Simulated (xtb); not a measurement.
# Run report: CoH10O6 (charge +1), geometry relaxation (part 4 of 4)

CoH10O6, charge +1, SMILES [OH][Co+]([OH])(<-[OH2])(<-[OH2])(<-[OH2])<-[OH2]; GFN1-xTB (xtb 6.7.1). The geometry comes from this level: GFN2-xTB.

Geometry of the input (Å):
```
Co 0.0600  0.0039  0.0036
O  -0.1743  0.1868  1.8190
H  0.4576  -0.2312  2.4036
O  0.2111  -0.2331  -1.8140
H  -0.0135  0.4806  -2.4113
O  2.0033  -0.0826  -0.0280
H  2.5146  0.7069  0.1967
H  2.1728  -0.2862  -0.9678
O  -1.9242  0.1423  -0.0170
H  -2.2175  0.0807  0.9081
H  -2.4733  -0.4347  -0.5638
O  0.1525  1.9552  0.0986
H  0.0346  2.0374  1.0706
H  -0.5468  2.4757  -0.3211
O  0.0833  -1.9647  0.0041
H  0.1200  -2.2761  -0.9145
H  -0.4599  -2.5608  0.5333
```

## Trajectory as extended XYZ, continued
```
17
Properties=species:S:1:pos:R:3 step=13 energy=-997.24342
Co    0.0637    0.0041    0.0201
O    -0.1323    0.0923    1.8427
H     0.5752   -0.2725    2.3865
O     0.1200   -0.1812   -1.8079
H     0.0922    0.5960   -2.3739
O     1.9889   -0.0562    0.0091
H     2.4111    0.8102    0.0626
H     2.2154   -0.4222   -0.8604
O    -1.8825    0.1347   -0.0177
H    -2.2287   -0.0551    0.8655
H    -2.3451   -0.3989   -0.6733
O     0.1461    1.9307    0.0851
H     0.0544    2.0950    1.0406
H    -0.6107    2.3609   -0.3326
O     0.0670   -1.9385    0.0165
H    -0.0503   -2.2597   -0.8878
H    -0.4844   -2.4397    0.6249
17
Properties=species:S:1:pos:R:3 step=15 energy=-997.24352
Co    0.0623    0.0051    0.0203
O    -0.1324    0.0883    1.8432
H     0.5803   -0.2731    2.3824
O     0.1140   -0.1794   -1.8082
H     0.0988    0.6012   -2.3719
O     1.9880   -0.0556    0.0100
H     2.4101    0.8110    0.0552
H     2.2144   -0.4289   -0.8564
O    -1.8842    0.1372   -0.0192
H    -2.2319   -0.0566    0.8623
H    -2.3430   -0.3954   -0.6780
O     0.1453    1.9320    0.0861
H     0.0530    2.0947    1.0421
H    -0.6119    2.3619   -0.3316
O     0.0671   -1.9385    0.0175
H    -0.0536   -2.2621   -0.8851
H    -0.4762   -2.4418    0.6313
17
Properties=species:S:1:pos:R:3 step=16 energy=-997.24353
Co    0.0622    0.0053    0.0206
O    -0.1323    0.0882    1.8433
H     0.5809   -0.2724    2.3823
O     0.1139   -0.1787   -1.8078
H     0.1002    0.6018   -2.3714
O     1.9878   -0.0555    0.0099
H     2.4095    0.8114    0.0532
H     2.2144   -0.4304   -0.8556
O    -1.8840    0.1372   -0.0190
H    -2.2323   -0.0590    0.8619
H    -2.3415   -0.3947   -0.6796
O     0.1451    1.9320    0.0867
H     0.0526    2.0951    1.0424
H    -0.6118    2.3618   -0.3314
O     0.0669   -1.9383    0.0171
H    -0.0570   -2.2622   -0.8852
H    -0.4745   -2.4416    0.6328
17
Properties=species:S:1:pos:R:3 step=18 energy=-997.24354
Co    0.0620    0.0056    0.0207
O    -0.1326    0.0877    1.8432
H     0.5816   -0.2718    2.3819
O     0.1139   -0.1776   -1.8076
H     0.1012    0.6027   -2.3713
O     1.9877   -0.0555    0.0103
H     2.4094    0.8115    0.0510
H     2.2137   -0.4325   -0.8543
O    -1.8841    0.1374   -0.0190
H    -2.2324   -0.0603    0.8616
H    -2.3407   -0.3947   -0.6802
O     0.1449    1.9324    0.0873
H     0.0518    2.0958    1.0429
H    -0.6113    2.3625   -0.3318
O     0.0665   -1.9381    0.0168
H    -0.0588   -2.2627   -0.8851
H    -0.4727   -2.4424    0.6337
```

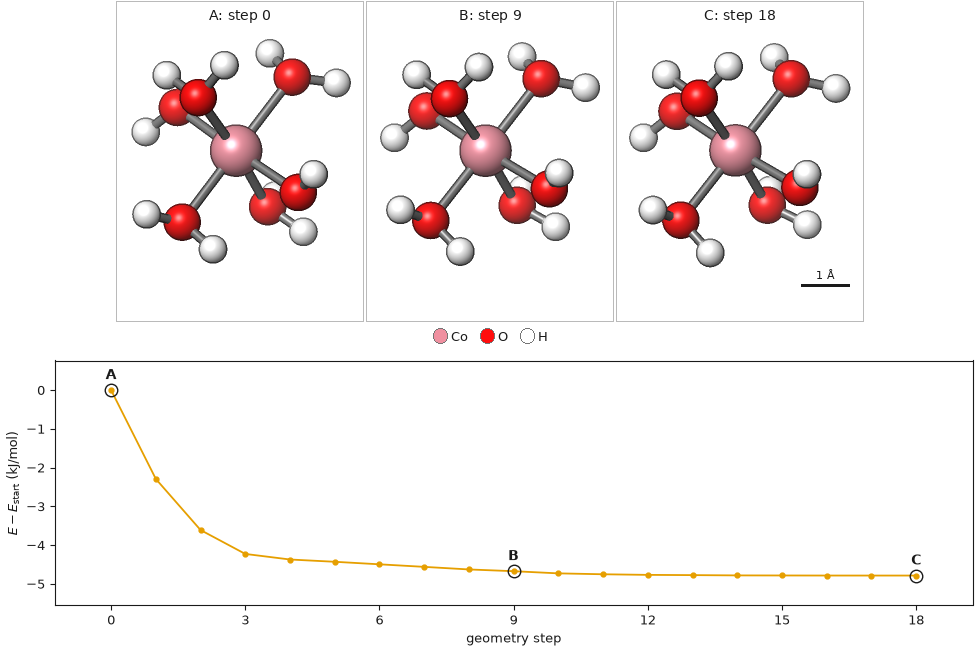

Frames of the relaxation (ball-and-stick view, seen at a tilt) above the curves, on which the letters mark them (steps are counted from 0).

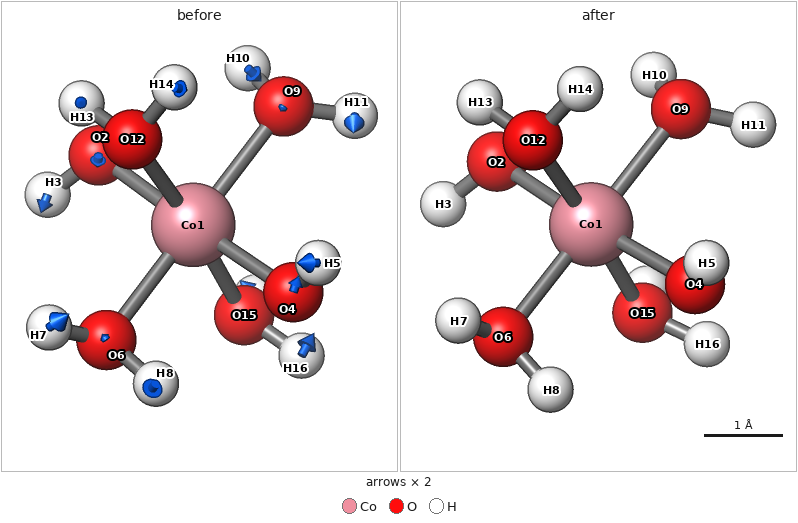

Before (left) and after (right) the relaxation, at one scale (ball-and-stick view, seen at a tilt). The blue arrows give the displacements, magnified 2 times. H7 moves most after the best rigid fit: 0.21 Å. Largest moves by element: H 0.21 Å, O 0.11 Å, Co 0.02 Å. Among the contacts that change: Co1–O9 1.989 → 1.951 Å, Co1–O12 1.956 → 1.930 Å, Co1–O15 1.969 → 1.944 Å, Co1–O6 1.945 → 1.927 Å. Among the angles that change: Co1–O15–H17 127.7° → 121.4°, Co1–O12–H14 118.8° → 113.3°, Co1–O9–H11 122.1° → 116.7°. Over 18 geometry steps the energy falls by 4.78 kJ/mol. (Atoms are counted from 1 in the order of the input.)

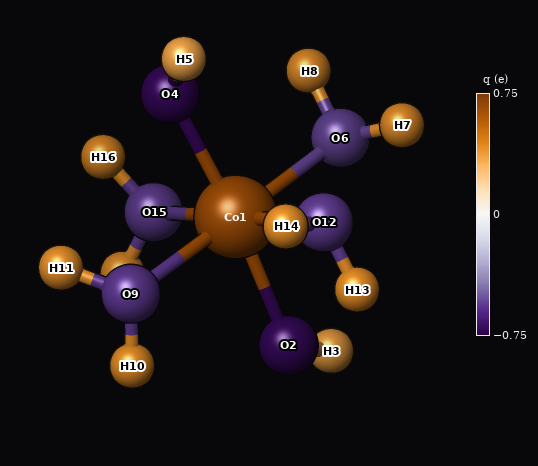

Mulliken charges, as the colour of each atom (ball-and-stick view, seen at a tilt; atoms are numbered from 1 in the order of the input). By element: Co +0.65, O −0.71 to −0.54 and H +0.35 to +0.41 e.

## Summary

```csv
quantity,value
outcome,converged
electrons treated,54
total energy,−36.648024 hartree
dispersion energy,−0.006108 hartree
basis functions,54
HOMO,−15.59 eV
LUMO,−14.17 eV
wall time,0.9 s
peak memory,0.072 GiB
```
